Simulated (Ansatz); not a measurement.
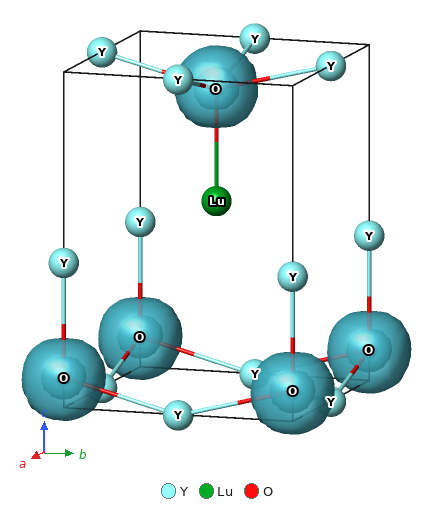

*Y₃LuO₂. Isosurface of the electron localisation function at 0.75 (cyan), seen slightly off an axis. Core shells and regions of very low density are left out. Sticks mark near contacts.*

Space group P4mm; a structure generated by program, which may or may not match a known phase.

Level of theory: DFT PBE, scalar-relativistic, plane waves, PAW (Ansatz).

In a PAW calculation such maps are meaningful between the atoms, not at the nuclei.

Input file:

```
crystal:
  lattice:
    - [4.5542616798, 0.0, 0.0]
    - [0.0, 4.5542616798, 0.0]
    - [0.0, 0.0, 6.4384723686]
  atoms:
    - { symbol: "Y", position: [0.5, 0.0, 0.9976655736] }
    - { symbol: "Y", position: [0.0, 0.5, 0.9976655736] }
    - { symbol: "Y", position: [0.0, 0.0, 0.4311425943] }
    - { symbol: Lu, position: [0.5, 0.5, 0.5746705177] }
    - { symbol: O, position: [0.5, 0.5, 0.9093822373] }
    - { symbol: O, position: [0.0, 0.0, 0.0894735334] }
basis:
  ecutwfc: 420
kpoints:
  mp_grid: { grid: [8, 8, 6] }
  band_path:
    path:
      - [[0.0, 0.0, 0.0], [0.0, 0.5, 0.0], [0.5, 0.5, 0.0], [0.0, 0.0, 0.0], [0.0, 0.0, 0.5], [0.0, 0.5, 0.5], [0.5, 0.5, 0.5], [0.0, 0.0, 0.5]]
      - [[0.0, 0.5, 0.0], [0.0, 0.5, 0.5]]
      - [[0.5, 0.5, 0.0], [0.5, 0.5, 0.5]]
    npoints: 14
hamiltonian:
  xc: pbe
scf:
  occupations: { method: gaussian, width: 0.1 }
  n_extra_bands: 15
output:
  forces: true
  stress: true
  eigenvalues: true
  populations: true
  dos: { projected: true, de: 0.02, nscf_kmesh: { grid: [10, 10, 8] } }
  bader: true
  write_density: true
  write_potential: true
  elf: true
  volumetric_format: npy
```

Run with:

```sh
ansatz run input.yaml --threads 1 --pin off --max-ram 2560MiB --backend cpu --events-out ev --progress --plain --runs-dir out
```

Below, planes, directions and counts refer to the conventional cell (a = 4.55 Å, b = 4.55 Å, c = 6.44 Å, α = 90.00°, β = 90.00°, γ = 90.00°).

What do the ELF domains correspond to?

Answer. The surface consists of two regions wrapped around O (the valence shell of each), counted in one cell of 6 atoms. Any copies at cell faces, edges or corners count once.

Values along the shortest contacts:
Lu–O (2.16 Å): the ELF peaks at about 0.85 in the valence shell of O, 0.6 Å from its nucleus, and drops to about 0.15 between the two atoms; no shared electron pair shows on this line. Y–O (2.20 Å): the ELF peaks at about 0.85 in the valence shell of O, 0.6 Å from its nucleus, and drops to about 0.20 between the two atoms; no shared electron pair shows on this line.
